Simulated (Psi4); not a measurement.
# UHF/3-21G run of CoF3 (SMILES [F][Co]([F])[F])

Aim: the energy change on altering one bond length of CoF3 at UHF/3-21G, from 2 runs. 

The results are computed with Psi4 1.11.

7 further runs of the same task are left out: 6 that didn't finish, 1 set aside as unsound or not needed.

## (1) Starting point

CoF3 has 4 atoms, charge 0, and is taken as a quintet. As SMILES, `[F][Co]([F])[F]`. The shape comes from GFN2-xTB, which is rough for such elements, and wasn't checked as a minimum.

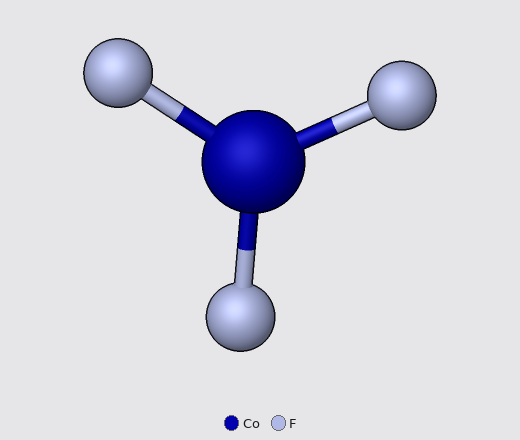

The structure, seen from a chosen angle (cobalt blue, fluorine light blue).

## (2) Energy and forces at UHF/3-21G

Input file job.json:

```json
{
  "schema_name": "qcschema_input",
  "schema_version": 1,
  "molecule": {
    "schema_name": "qcschema_molecule",
    "schema_version": 2,
    "symbols": ["Co", "F", "F", "F"],
    "geometry": [0.0007181, -0.00100155, -0.00013228, 3.26697742, -0.05075804, 0.02473651, -1.58795576, 2.85412896, -0.03248439, -1.67973976, -2.80236936, 0.00788016],
    "molecular_charge": 0,
    "molecular_multiplicity": 5,
    "fix_symmetry": "c1",
    "fix_com": true,
    "fix_orientation": true
  },
  "driver": "gradient",
  "model": {
    "method": "scf",
    "basis": "3-21G"
  },
  "keywords": {
    "reference": "uhf",
    "puream": true,
    "e_convergence": 1e-09,
    "d_convergence": 1e-08,
    "scf_type": "pk",
    "maxiter": 200
  }
}
```

Launch:

```
$ psi4 --qcschema job.json -n 1 --memory 1600MB
```

stdout:

```text
[...]
                   'protocols': {'error_correction': {'default_policy': True, 'policies': None},
                                 'native_files': 'none',
[...]
  Running in c1 symmetry.
[...]
  Nuclear repulsion =  266.083738964674126
[...]
  Multiplicity = 5
[...]
  Nalpha       = 29
  Nbeta        = 25
[...]
    Number of basis functions: 54
[...]
   @UHF iter   1: -1666.47780461215120    1.76119e+00   6.69473e-02 ADIIS/DIIS
[...]
   @UHF iter  18: -1671.41097959272429   -1.02318e-11   8.84526e-09 DIIS
[...]
   @S^2 Observed:                6.007929727E+00
[...]
    Orbital Energies [Eh]
    ---------------------
    Alpha Occupied:
       1A   -281.646921     2A    -35.195907     3A    -30.408485
       4A    -30.408436     5A    -30.379845     6A    -26.130768
       7A    -26.130725     8A    -26.130551     9A     -5.029890
      10A     -3.547251    11A     -3.547142    12A     -3.487443
      13A     -1.553276    14A     -1.547083    15A     -1.546943
      16A     -1.058975    17A     -1.058969    18A     -1.038647
      19A     -1.038588    20A     -0.980428    21A     -0.669204
      22A     -0.640996    23A     -0.640974    24A     -0.636179
      25A     -0.612427    26A     -0.607134    27A     -0.607016
      28A     -0.590962    29A     -0.590896
    Alpha Virtual:
[...]
  @UHF Final Energy: -1671.41097959272429
   => Energetics <=
    Nuclear Repulsion Energy =            266.0837389646741258
    One-Electron Energy =               -2846.8193219338945710
    Two-Electron Energy =                 909.3246033764962704
    Total Energy =                      -1671.4109795927242885
  UHF NO Occupations:
  HONO-2 :   27  A 1.0000000
  HONO-1 :   28  A 1.0000000
[...]
 Multipole Moments:
 ------------------------------------------------------------------------------------
     Multipole            Electronic (a.u.)      Nuclear  (a.u.)        Total (a.u.)
 ------------------------------------------------------------------------------------
 L = 1.  Multiply by 2.5417464519 to convert [e a0] to [Debye]
 Dipole X            :         -0.0110201            0.0129258            0.0019057
 Dipole Y            :          0.0153240           -0.0180278           -0.0027038
 Dipole Z            :          0.0020475           -0.0023810           -0.0003335
 Magnitude           :                                                    0.0033247
[...]
  -Total Gradient:
     Atom            X                  Y                   Z
    ------   -----------------  -----------------  -----------------
       1        0.000158784258    -0.000253989285    -0.000006248623
       2        0.015464226079    -0.000190528119     0.000119588424
       3       -0.007621323039     0.013680583120    -0.000152913319
       4       -0.008001687298    -0.013236065716     0.000039573518
[...]
```

The result, in JSON:

```text
{
 "driver": "gradient",
 "model": {
  "method": "scf",
  "basis": "3-21G"
 },
 "success": true,
 "return_result": [0.00015878425813681436, -0.0002539892849974367, -6.248623491224353e-06, 0.015464226078799617, -0.00019052811871169838, 0.00011958842447800657, -0.007621323038979742, 0.013680583119991943, -0.00015291331939120984, -0.008001687298462283, -0.013236065716316567, 3.95735184318936e-05],
 "properties": {
  "calcinfo_nbasis": 54,
  "calcinfo_nmo": 54,
  "calcinfo_nalpha": 29,
  "calcinfo_nbeta": 25,
  "calcinfo_natom": 4,
  "nuclear_repulsion_energy": 266.0837389646741,
  "return_energy": -1671.4109795927243,
  "return_gradient": [0.00015878425813681436, -0.0002539892849974367, -6.248623491224353e-06, 0.015464226078799617, -0.00019052811871169838, 0.00011958842447800657, -0.007621323038979742, 0.013680583119991943, -0.00015291331939120984, -0.008001687298462283, -0.013236065716316567, 3.95735184318936e-05],
  "scf_one_electron_energy": -2846.8193219338946,
  "scf_two_electron_energy": 909.3246033764963,
  "scf_dipole_moment": [0.0019056585503187673, -0.0027037968299135073, -0.00033354887794705135],
  "scf_total_energy": -1671.4109795927243,
  "scf_total_gradient": [0.00015878425813681436, -0.0002539892849974367, -6.248623491224353e-06, 0.015464226078799617, -0.00019052811871169838, 0.00011958842447800657, -0.007621323038979742, 0.013680583119991943, -0.00015291331939120984, -0.008001687298462283, -0.013236065716316567, 3.95735184318936e-05],
  "scf_iterations": 18
 }
}
```

Wall time 1.6 s (1 thread of Intel Xeon 6975P-C (Granite Rapids), shared host); peak memory 0.21 GiB.

## (3) The distorted shape: a single-point energy at UHF/3-21G

Input file calc.in:

```
memory 1600 mb

molecule m {
  0 5
  Co     0.47729380    -0.85749535     0.00957335
  F      3.74355312    -0.90725184     0.03444215
  F     -1.58795576     2.85412896    -0.03248439
  F     -1.20316406    -3.65886316     0.01758579
  units bohr
  symmetry c1
}

set {
  reference uhf
  puream true
  e_convergence 1e-09
  d_convergence 1e-08
  scf_type pk
  maxiter 200
}

result, w = energy("scf/3-21G", return_wfn=True)
```

Launch:

```
$ psi4 -i calc.in -o calc.out -n 1
```

calc.out:

```text
[...]
  Running in c1 symmetry.
[...]
  Nuclear repulsion =  245.116940381774555
[...]
  Multiplicity = 5
[...]
  Nalpha       = 29
  Nbeta        = 25
[...]
    Number of basis functions: 54
[...]
   @UHF iter   1: -1665.30543255922612    2.61747e+00   6.92983e-02 DIIS/ADIIS
[...]
   @UHF iter  23: -1671.32675861985763    1.81899e-12   8.53953e-09 DIIS
[...]
   @S^2 Observed:                6.018245170E+00
[...]
    Orbital Energies [Eh]
    ---------------------
    Alpha Occupied:
       1A   -281.683917     2A    -35.229322     3A    -30.455951
       4A    -30.423534     5A    -30.418742     6A    -26.152929
       7A    -26.152915     8A    -26.038834     9A     -5.061131
      10A     -3.606097    11A     -3.540877    12A     -3.527628
      13A     -1.572619    14A     -1.567888    15A     -1.417059
      16A     -1.091099    17A     -1.089503    18A     -1.077469
      19A     -1.052083    20A     -1.007674    21A     -0.679453
      22A     -0.647110    23A     -0.646706    24A     -0.641078
      25A     -0.627216    26A     -0.619357    27A     -0.517238
      28A     -0.515959    29A     -0.515038
    Alpha Virtual:
[...]
  @UHF Final Energy: -1671.32675861985763
   => Energetics <=
    Nuclear Repulsion Energy =            245.1169403817745547
    One-Electron Energy =               -2804.6072696394344348
    Two-Electron Energy =                 888.1635706378024224
    Total Energy =                      -1671.3267586198576282
  UHF NO Occupations:
  HONO-2 :   27  A 1.0000000
  HONO-1 :   28  A 1.0000000
[...]
 Multipole Moments:
 ------------------------------------------------------------------------------------
     Multipole            Electronic (a.u.)      Nuclear  (a.u.)        Total (a.u.)
 ------------------------------------------------------------------------------------
 L = 1.  Multiply by 2.5417464519 to convert [e a0] to [Debye]
 Dipole X            :          0.4192770           -0.0721348            0.3471422
 Dipole Y            :         -0.7526455            0.1294655           -0.6231800
 Dipole Z            :          0.0080899           -0.0013806            0.0067093
 Magnitude           :                                                    0.7133765
[...]
```

Run time: 1.4 s. Hardware: 1 thread of Intel Xeon 6975P-C (Granite Rapids), shared host; peak memory 0.21 GiB.

## (4) Summary of results

At UHF/3-21G:

| quantity | value |
| --- | --- |
| first shape: total energy | -1671.41098 Eh |
| first shape: dipole moment | 0.01 D |
| first shape: HOMO energy (highest over α and β) | -15.65 eV |
| first shape: LUMO energy (lowest over α and β) | 1.12 eV |
| first shape: ⟨S²⟩ | 6.008 |
| first shape: largest force on an atom | 0.805 eV/Å |
| distorted shape: total energy | -1671.32676 Eh |
| distorted shape: dipole moment | 1.81 D |
| distorted shape: HOMO energy (highest over α and β) | -12.57 eV |
| distorted shape: LUMO energy (lowest over α and β) | -1.11 eV |
| distorted shape: ⟨S²⟩ | 6.018 |
| energy change with the Co1–F3 bond stretched from 1.729 to 2.248 Å | 2.292 eV |

With the Co1–F3 bond stretched from 1.729 to 2.248 Å the energy rises by 2.29 eV (53 kcal/mol). The first shape isn't relaxed at this level, so the change isn't measured from a minimum. The largest force (first shape) is 0.81 eV/Å: the shape isn't a stationary point for this species at this level.
